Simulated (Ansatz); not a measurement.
# CClF₂NSi: one species, many methods

Aim: compute CClF₂NSi with functionals from several rungs and with coupled cluster, and see how far each lands from CCSD(T) at the basis-set limit for the atomisation energy.

Method: functionals in def2-TZVPP, the program's frozen cores in correlated methods; program: Ansatz 0.2.0, Gaussian basis.

Levels to be run: LDA (SPW92), PBE-D4, revPBE-D4, BLYP-D4, r2SCAN-D4, B97M-V, PBE0-D4, B3LYP-D4, r2SCANh-D4, r2SCAN0-D4, HSE06-D4, BHLYP-D4, CAM-B3LYP-D4, LC-ωPBE, ωB97X-V, ωB97M-V, B2PLYP, PBE-QIDH; CCSD(T)/def2-SVP; CCSD(T)/def2-TZVPP; MP2/def2-QZVPP; extrapolation to the limit; RPA on PBE.

## Step 1: Structure used throughout

An earlier PBE0-D4 in a triple-zeta def2 set relaxation fixed the geometry.

SMILES `N#C[Si](F)(F)Cl`, 6 atoms, charge 0, spin multiplicity 1.

Atoms are counted from 1 here; the program's logs count them from 0.

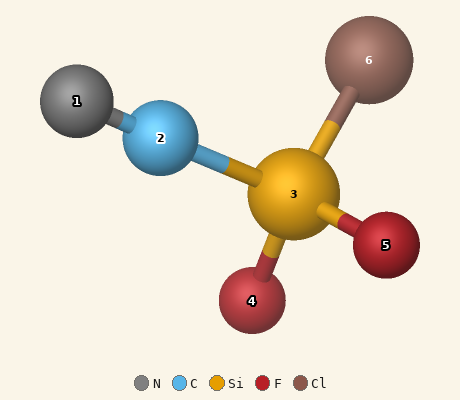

The geometry (nitrogen grey, carbon blue, silicon amber, fluorine red, chlorine brown); atoms are numbered from 1 in the order of the file.

## Step 2: LDA

This LDA is Slater exchange with PW92 correlation.

File in.yaml:

```yaml
crystal:
  periodic: [false, false, false]
  atoms:
    - {symbol: N, position_ang: [1.925378, -1.092185, 1.077400]}
    - {symbol: C, position_ang: [1.030126, -0.609278, 0.539955]}
    - {symbol: Si, position_ang: [-0.394400, 0.176655, -0.290268]}
    - {symbol: F, position_ang: [-1.487869, -0.920276, -0.527742]}
    - {symbol: F, position_ang: [0.087632, 0.719228, -1.679004]}
    - {symbol: Cl, position_ang: [-1.118867, 1.661857, 0.833359]}
basis:
  gaussian: {orbitals: def2-TZVPP}
hamiltonian: {xc: lda}
output: {orbitals: {seedname: orbitals}}
```

Further steps of the session: PBE-D4 (GGA); revPBE-D4 (GGA); BLYP-D4 (GGA); r2SCAN-D4 (meta-GGA); B97M-V (meta-GGA); PBE0-D4 (hybrid); B3LYP-D4 (hybrid); r2SCANh-D4 (hybrid); r2SCAN0-D4 (hybrid); HSE06-D4 (hybrid); BHLYP-D4 (hybrid); CAM-B3LYP-D4 (range-separated); LC-ωPBE-D4 (range-separated); ωB97X-V (range-separated); ωB97M-V (range-separated); B2PLYP (double hybrid); PBE-QIDH (double hybrid); CCSD(T) in def2-SVP; CCSD(T) in def2-TZVPP; MP2 in def2-QZVPP; RPA on PBE orbitals.

Q: Predict the results of all the runs planned. Wanted: atomisation energy, CCSD(T)/CBS; farthest beyond LDA; mean size of error, GGA; mean size of error, meta-GGA; mean size of error, hybrid; mean size of error, range-separated; mean size of error, double hybrid; gap, smallest and largest; T1 diagnostic.

The runs gave:

| quantity | value |
| --- | --- |
| atomisation energy, CCSD(T)/CBS | 2790.9 kJ/mol |
| functionals within 14.0 kJ/mol (0.5 %) | BLYP-D4, r2SCAN-D4, B97M-V, CAM-B3LYP-D4, ωB97X-V, ωB97M-V |
| farthest beyond LDA | BHLYP-D4 (-169.5 kJ/mol) |
| mean size of error, GGA | 34.6 kJ/mol |
| mean size of error, meta-GGA | 5.0 kJ/mol |
| mean size of error, hybrid | 67.4 kJ/mol |
| mean size of error, range-separated | 10.4 kJ/mol |
| mean size of error, double hybrid | 33.6 kJ/mol |
| gap, smallest and largest | 6.53 eV (LDA (SPW92)), 14.37 eV (LC-ωPBE) |
| T1 diagnostic | 0.0123 |
| triples share of the correlation energy | 3.9 % |

The LDA atomisation energy is off by 442.9 kJ/mol (16 %): it overbinds. PBE-D4 misses by +81.0 kJ/mol. Double hybrids carry the basis error of their MP2 part in triple zeta, and no dispersion term here, so their miss is partly the set-up's. The rungs meta-GGA, range-separated miss on average by less than the doubt on the reference (14.0 kJ/mol), so they tie; hybrid functionals have the largest mean beyond LDA (67.4 kJ/mol), BHLYP with half exact exchange included. Misses under about 14.0 kJ/mol are within the doubt on the reference itself, which lacks core-valence correlation, relativity and higher excitations. Hartree-Fock recovers 69 % of the binding; the rest is correlation. CCSD(T) in def2-SVP is off by -248.4 kJ/mol, so the small basis spoils what the method gains. The gap grows from 6.5 to 14.4 eV across the functionals, mostly with the share of exact exchange.
